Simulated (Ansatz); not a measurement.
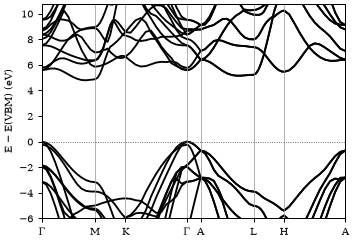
*Band structure from the program Ansatz at the r²SCAN level (PAW)*

Q: Read off the gap and where the band edges lie.

A: About 4.8 eV (4.80 eV by a search for the band edges); maximum at Γ, minimum on the Γ–M line, 82 % of the way from Γ.

The material is C in space group P6_3/mmc (No. 194; C on 4e, C on 4f).

The workflow started from a Materials Project entry (that database holds measured and hypothetical structures alike). Its sites differ from those of the usual phase in this space group: another stacking or structure type. Symmetry was held in the r²SCAN relaxation; phonons on a q-mesh show no instability.

Potentials: the earlier of the program's two PAW sets.
